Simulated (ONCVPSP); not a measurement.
Nb: pseudopotential generation

Niobium (Nb, Z = 41), core [Ar] 3d10, reference valence 4s2 4p6 4d4 5s0.5 5p0.5, valence charge 13. Computed at this level: ONCV potential, PBEsol, scalar-relativistic, made with ONCVPSP 4.0.1.

**Summary**

- outcome: generated
- cutoffs needed: 23 Ha and 26 Ha (the cutoffs at which the residual kinetic energy of the hardest occupied pseudo-wave falls to 1 and 0.1 mHa per electron)
- ghost test: no bound ghost flagged; no localised positive-energy state flagged (flags above 300 eV left out)
- largest excitation error: -1.5 meV (all-electron minus pseudo) for 4s2 4p6 4d3 5s0 5p0, out of 4 test configurations
- rms error of d²Exc/dni dnj: 1.87 mHa without and 0.33 mHa with the model core
- range over which the phases arctan(r R′/R) at the test radius agree within 0.05 rad (a looser test near the poles than one of phase shifts): s: over the whole range computed; p: up to about 4.0 Ha; d: over the whole range computed; f: not judged, local potential alone
- hardware: 1 CPU thread, shared host
- wall time: 6.2 s

**Input file**
```
# ATOM AND REFERENCE CONFIGURATION
# atsym  z   nc   nv     iexc    psfile
  Nb 41.00    6    5  -116133      upf
#
#   n    l    f
    1    0    2.00
    2    0    2.00
    2    1    6.00
    3    0    2.00
    3    1    6.00
    3    2   10.00
    4    0    2.00
    4    1    6.00
    4    2    4.00
    5    0    0.50
    5    1    0.50
#
# PSEUDOPOTENTIAL AND OPTIMIZATION
# lmax
    2
#
#   l,   rc,      ep,       ncon, nbas, qcut
    0    1.70    0.00    5    8    7.60
    1    2.40    0.00    3    6    4.60
    2    2.00    0.00    4    9    7.80
#
# LOCAL POTENTIAL
# lloc, lpopt,  rc(5),   dvloc0
    4    4    1.25    0.00
#
# VANDERBILT-KLEINMAN-BYLANDER PROJECTORs
# l, nproj, debl
    0    2    3.70
    1    2    3.00
    2    2    3.90
#
# MODEL CORE CHARGE
# icmod, fcfact, rcfact
    3    2.25    1.40
#
# LOG DERIVATIVE ANALYSIS
# epsh1, epsh2, depsh
   -4.00    5.00    0.02
#
# OUTPUT GRID
# rlmax, drl
    6.00    0.01
#
# TEST CONFIGURATIONS
# ncnf
    4
# nvcnf
#   n    l    f
    5
    4    0    2.00
    4    1    6.00
    4    2    4.00
    5    0    1.00
    5    1    0.00
#
    5
    4    0    2.00
    4    1    6.00
    4    2    4.00
    5    0    0.00
    5    1    0.00
#
    5
    4    0    2.00
    4    1    6.00
    4    2    3.00
    5    0    0.00
    5    1    0.00
#
    5
    4    0    2.00
    4    1    6.00
    4    2    3.00
    5    0    2.00
    5    1    0.00
#
```

Run as:
```bash
oncvpsp.x < Nb.dat > Nb.out
```

**Log (extracts)**
```
ONCVPSP  (Optimized Norm-Conservinng Vanderbilt PSeudopotential)
scalar-relativistic version 4.0.1

#   n    l    f        energy (Ha)
    1    0    2.00    -6.9078234E+02
    2    0    2.00    -9.6648392E+01
    2    1    6.00    -8.6319344E+01
    3    0    2.00    -1.6134685E+01
    3    1    6.00    -1.2759071E+01
    3    2   10.00    -7.2365162E+00
    4    0    2.00    -2.1680102E+00
    4    1    6.00    -1.2914289E+00
    4    2    4.00    -1.3386672E-01
    5    0    0.50    -1.6312803E-01
    5    1    0.50    -5.3027994E-02

Reference configufation results
  iterations    27
  all-electron total energy (Ha)   -3.81744291D+03

Begin loop to  construct optimized pseudo wave functions
and semi-local pseudopoentials for all angular momenta

Calculating optimized projector #   1

 for l=   0

    Fraction of norm inside rc  0.905475
    Optimizing pswf for qcut=   7.60 a_B^-1,  ecut=  28.86 Ha
    Residual kinetic energy error=  2.31D-05 Ha

    Energy error per electron        Cutoff
         Ha          eV             Ha
         0.01000     0.27211       17.90
         0.00100     0.02721       22.60
         0.00010     0.00272       26.31
         0.00001     0.00027       44.21

Calculating optimized projector #   2

 for l=   0

    Fraction of norm inside rc  0.042457
    Optimizing pswf for qcut=   7.60 a_B^-1,  ecut=  28.86 Ha
    Residual kinetic energy error=  5.97D-06 Ha

    Energy error per electron        Cutoff
         Ha          eV             Ha
         0.01000     0.27211       13.05
         0.00100     0.02721       19.41
         0.00010     0.00272       24.22
         0.00001     0.00027       27.96

Calculating optimized projector #   1

 for l=   1

    Fraction of norm inside rc  0.972058
    Optimizing pswf for qcut=   4.60 a_B^-1,  ecut=  10.58 Ha
    Residual kinetic energy error=  6.78D-05 Ha

    Energy error per electron        Cutoff
         Ha          eV             Ha
         0.01000     0.27211        7.09
         0.00100     0.02721        8.75
         0.00010     0.00272       10.68
         0.00001     0.00027       23.39

Calculating optimized projector #   2

 for l=   1

    Fraction of norm inside rc  0.042316
    Optimizing pswf for qcut=   4.60 a_B^-1,  ecut=  10.58 Ha
    Residual kinetic energy error=  1.73D-05 Ha

    Energy error per electron        Cutoff
         Ha          eV             Ha
         0.01000     0.27211        4.97
         0.00100     0.02721        7.43
         0.00010     0.00272        9.26
         0.00001     0.00027       11.84

   Wellstate for l =  2  n =  7
     eigenvalue =   3.7661
     asymptotic potential =   4.2661
     half-point radius =  3.8994

Calculating optimized projector #   1

 for l=   2

    Fraction of norm inside rc  0.530462
    Optimizing pswf for qcut=   7.80 a_B^-1,  ecut=  30.41 Ha
    Residual kinetic energy error=  4.20D-08 Ha

    Energy error per electron        Cutoff
         Ha          eV             Ha
         0.01000     0.27211       12.56
         0.00100     0.02721       17.20
         0.00010     0.00272       21.25
         0.00001     0.00027       24.56

Calculating optimized projector #   2

 for l=   2

    Fraction of norm inside rc  0.139301
    Optimizing pswf for qcut=   7.80 a_B^-1,  ecut=  30.41 Ha
    Residual kinetic energy error=  1.42D-06 Ha

    Energy error per electron        Cutoff
         Ha          eV             Ha
         0.01000     0.27211       16.32
         0.00100     0.02721       20.89
         0.00010     0.00272       24.71
         0.00001     0.00027       27.84

Construct Vanderbilt / Kleinmman-Bylander projectors

B matrix Hermiticity error, ll=   0
   1   2    1.6083E-04

  Orthonormal projector coefficients  1.0253E+01  9.1801E-01

B matrix Hermiticity error, ll=   1
   1   2    5.5484E-05

  Orthonormal projector coefficients  2.9214E+00 -1.0035E+00

B matrix Hermiticity error, ll=   2
   1   2    1.8237E-04

  Orthonormal projector coefficients  1.4177E+00  4.5089E-01

Model core correction analysis
  based on d2Exc/dn_idn_j

d2excae - all-electron derivatives

   -3.312758D-02   -2.925570D-02   -1.378511D-02   -1.923528D-03
   -8.511447D-04
   -2.925599D-02   -2.756136D-02   -1.563988D-02   -2.593770D-03
   -9.096244D-04
   -1.378536D-02   -1.563993D-02   -1.826206D-02   -1.335803D-02
   -7.029355D-03
   -1.923398D-03   -2.593273D-03   -1.335185D-02   -2.918799D-02
   -2.342941D-02
   -8.511485D-04   -9.094556D-04   -7.020324D-03   -2.341648D-02
   -3.154541D-02

d2excps - pseudofunction derivatives with no core correction

   -3.975143D-02   -3.306641D-02   -1.536086D-02   -2.494447D-03
   -1.080054D-03
   -3.306716D-02   -2.999689D-02   -1.676491D-02   -2.973333D-03
   -1.038893D-03
   -1.536140D-02   -1.676502D-02   -1.846974D-02   -1.349503D-02
   -7.083775D-03
   -2.494408D-03   -2.972862D-03   -1.348885D-02   -2.922962D-02
   -2.344697D-02
   -1.080092D-03   -1.038732D-03   -7.074739D-03   -2.343404D-02
   -3.155323D-02

rms 2nd derivative error    1.871037E-03

rmatch, rhocmatch    0.7995    8.9123

Teter function model core charge with specified parameters

d2excps - pseudofunction derivatives with core correction

   -3.447333D-02   -2.929511D-02   -1.428059D-02   -2.084791D-03
   -9.016849D-04
   -2.929549D-02   -2.729291D-02   -1.605058D-02   -2.670891D-03
   -9.058304D-04
   -1.428088D-02   -1.605063D-02   -1.826800D-02   -1.340966D-02
   -7.048513D-03
   -2.084676D-03   -2.670386D-03   -1.340349D-02   -2.919772D-02
   -2.343273D-02
   -9.016893D-04   -9.056547D-04   -7.039477D-03   -2.341980D-02
   -3.154679D-02

rms 2nd derivative error    3.340590E-04

Pseudoatom total energy  -56.562252

Diagnostic tests using Vanderbilt-Kleinman-Bylander pseudopotentials
  1 or more projectors used as specified by nproj input data

   l    rcore       rmatch      e in        delta e   norm test  slope test

   0   1.7091727   1.7610669  -2.1680102   0.0000007   1.0001298   1.0001295
   0   1.7091727   1.7610669  -0.1631280   0.0000032   1.0000418   1.0000343

   1   2.4036479   2.4766279  -1.2914289  -0.0000140   1.0000697   1.0000579
   1   2.4036479   2.4766279  -0.0530280   0.0000012   1.0000259   1.0000116

   2   2.0087756   2.0697664  -0.1338667   0.0000011   1.0000323   1.0000409
   2   2.0087756   2.0697664   3.7661333   0.0000735   1.0001377   1.0001377

 Testing for bound ghosts
   n   l    E NL Schr. Eq   E Basis Diag.   E Cutoff

   1   0       -2.168009       -2.168008     90.30
   2   0       -0.163125       -0.080959     90.30

   2   1       -1.291443       -1.291399     27.18
   3   1       -0.053027       -0.013303     27.18

   3   2       -0.133866       -0.128717    109.72

 Testing for highly-localized positive-energy ghosts
       l    <radius>/rc     E Basis Diag.   E Cutoff

       0        0.872617       11.094420     90.30  WARNING - GHOST(+)

Test configuration 0

   n   l     f        eae           eps        diff
   1   0  2.0000 -690.78234386
   2   0  2.0000  -96.64839191
   2   1  6.0000  -86.31934436
   3   0  2.0000  -16.13468523
   3   1  6.0000  -12.75907093
   3   2 10.0000   -7.23651619
   4   0  2.0000   -2.16801015   -2.16800948    6.66D-07
   4   1  6.0000   -1.29142890   -1.29144289   -1.40D-05
   4   2  4.0000   -0.13386672   -0.13386565    1.07D-06
   5   0  0.5000   -0.16312803   -0.16312481    3.22D-06
   5   1  0.5000   -0.05302799   -0.05302682    1.17D-06

    Total energies and differences
      AE_ref= -3.81744291D+03  AE_tst= -3.81744291D+03  dif=  0.00D+00
      PS_ref= -5.65622517D+01  PS_tst= -5.65622517D+01  dif= -2.13D-14
      PSP excitation error=  2.13D-14

Test configuration 1

   n   l     f        eae           eps        diff
   1   0  2.0000 -690.75884838
   2   0  2.0000  -96.62571369
   2   1  6.0000  -86.29663498
   3   0  2.0000  -16.11168006
   3   1  6.0000  -12.73607540
   3   2 10.0000   -7.21359258
   4   0  2.0000   -2.14437091   -2.14432320    4.77D-05
   4   1  6.0000   -1.26757055   -1.26748844    8.21D-05
   4   2  4.0000   -0.11229988   -0.11230865   -8.77D-06
   5   0  1.0000   -0.14749674   -0.14748430    1.24D-05

    Total energies and differences
      AE_ref= -3.81744291D+03  AE_tst= -3.81749731D+03  dif= -5.44D-02
      PS_ref= -5.65622517D+01  PS_tst= -5.66166558D+01  dif= -5.44D-02
      PSP excitation error=  6.63D-06

Test configuration 2

   n   l     f        eae           eps        diff
   1   0  2.0000 -690.99446005
   2   0  2.0000  -96.85744940
   2   1  6.0000  -86.52863564
   3   0  2.0000  -16.34438665
   3   1  6.0000  -12.96876110
   3   2 10.0000   -7.44597487
   4   0  2.0000   -2.37954705   -2.37976420   -2.17D-04
   4   1  6.0000   -1.50414354   -1.50449774   -3.54D-04
   4   2  4.0000   -0.34196342   -0.34193595    2.75D-05

    Total energies and differences
      AE_ref= -3.81744291D+03  AE_tst= -3.81725283D+03  dif=  1.90D-01
      PS_ref= -5.65622517D+01  PS_tst= -5.63721149D+01  dif=  1.90D-01
      PSP excitation error= -5.03D-05

Test configuration 3

   n   l     f        eae           eps        diff
   1   0  2.0000 -691.40897781
   2   0  2.0000  -97.27645883
   2   1  6.0000  -86.94728627
   3   0  2.0000  -16.76126550
   3   1  6.0000  -13.38562995
   3   2 10.0000   -7.86326213
   4   0  2.0000   -2.78665728   -2.78660631    5.10D-05
   4   1  6.0000   -1.90465409   -1.90425937    3.95D-04
   4   2  3.0000   -0.70115650   -0.70124648   -9.00D-05

    Total energies and differences
      AE_ref= -3.81744291D+03  AE_tst= -3.81673729D+03  dif=  7.06D-01
      PS_ref= -5.65622517D+01  PS_tst= -5.58565701D+01  dif=  7.06D-01
      PSP excitation error= -5.52D-05

Test configuration 4

   n   l     f        eae           eps        diff
   1   0  2.0000 -690.84914457
   2   0  2.0000  -96.72316945
   2   1  6.0000  -86.39355694
   3   0  2.0000  -16.20737086
   3   1  6.0000  -12.83179405
   3   2 10.0000   -7.30987366
   4   0  2.0000   -2.23353051   -2.23306042    4.70D-04
   4   1  6.0000   -1.35169234   -1.35076506    9.27D-04
   4   2  3.0000   -0.17079733   -0.17095536   -1.58D-04
   5   0  2.0000   -0.17327464   -0.17321674    5.79D-05

    Total energies and differences
      AE_ref= -3.81744291D+03  AE_tst= -3.81751694D+03  dif= -7.40D-02
      PS_ref= -5.65622517D+01  PS_tst= -5.66362506D+01  dif= -7.40D-02
      PSP excitation error= -2.99D-05
```

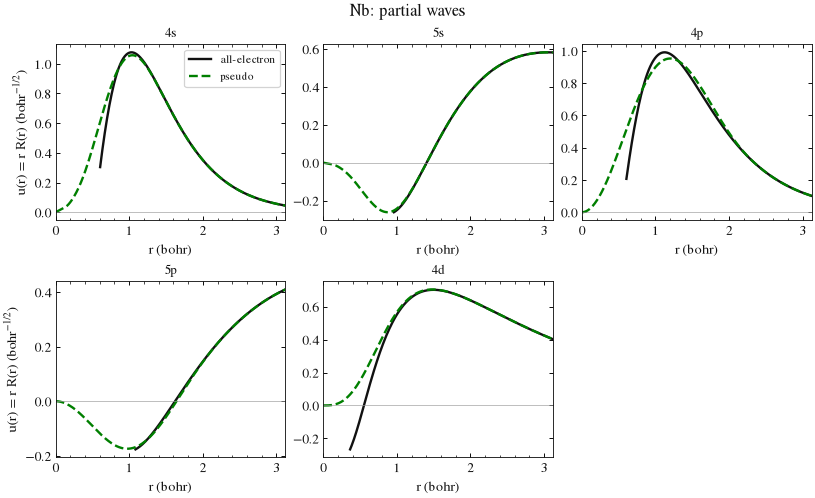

All-electron valence functions (solid) with their pseudo partners (dashed). The innermost oscillations of some all-electron curves aren't drawn. Reference configuration 4s2 4p6 4d4 5s0.5 5p0.5.

- Matching radii: 4s at 1.70 bohr; 5s at 1.70 bohr; 4p at 2.40 bohr; 5p at 2.40 bohr; 4d at 2.00 bohr. The curves merge smoothly, so the plot gives these only roughly.
- Nodes of the pseudo-waves: 4s has no node; 5s has a node at about 1.4 bohr; 4p has no node; 5p has a node at about 1.6 bohr; 4d has no node. A node in 5s and 5p is expected, since a lower shell of the same l is also in the valence and the two must stay orthogonal.

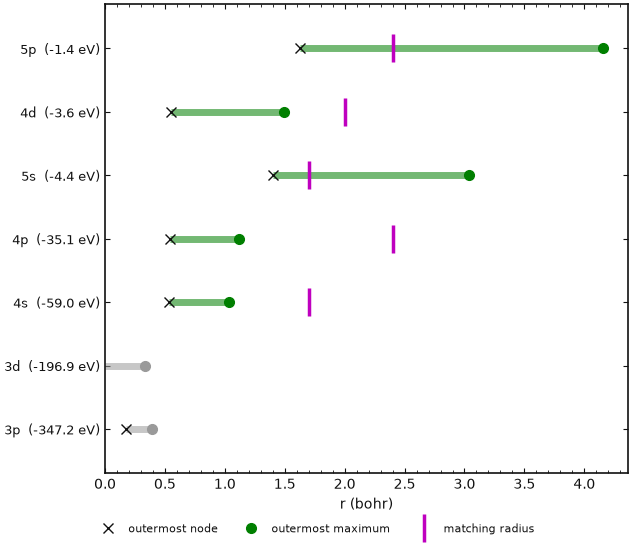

Outer shells of the all-electron reference atom: each bar runs from the outermost node (or the nucleus) to the outermost maximum of u(r); the tick is the radius chosen for the pseudo-wave. Shells without a tick have no pseudo-wave of their own. Levels, nodes and maxima are from ld1.x, scalar-relativistic.

- Radii against the shells: 4s: 1.70 bohr, outside the maximum; 4p: 2.40 bohr, outside the maximum; 5s: 1.70 bohr, between node and maximum; 4d: 2.00 bohr, outside the maximum; 5p: 2.40 bohr, between node and maximum.

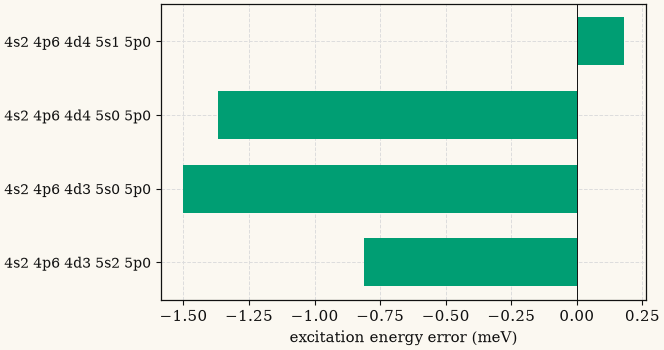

Errors, all-electron minus pseudo, of the energies of valence configurations relative to the unpolarised reference 4s2 4p6 4d4 5s0.5 5p0.5.

- Worst configuration: 4s2 4p6 4d3 5s0 5p0 (charge +2): the error is -1.5 meV on an all-electron energy of +19.20 eV relative to the reference, or 0.0078 %.
- Errors in meV: 4s2 4p6 4d4 5s1 5p0: +0.2; 4s2 4p6 4d4 5s0 5p0: -1.4; 4s2 4p6 4d3 5s0 5p0: -1.5; 4s2 4p6 4d3 5s2 5p0: -0.8.
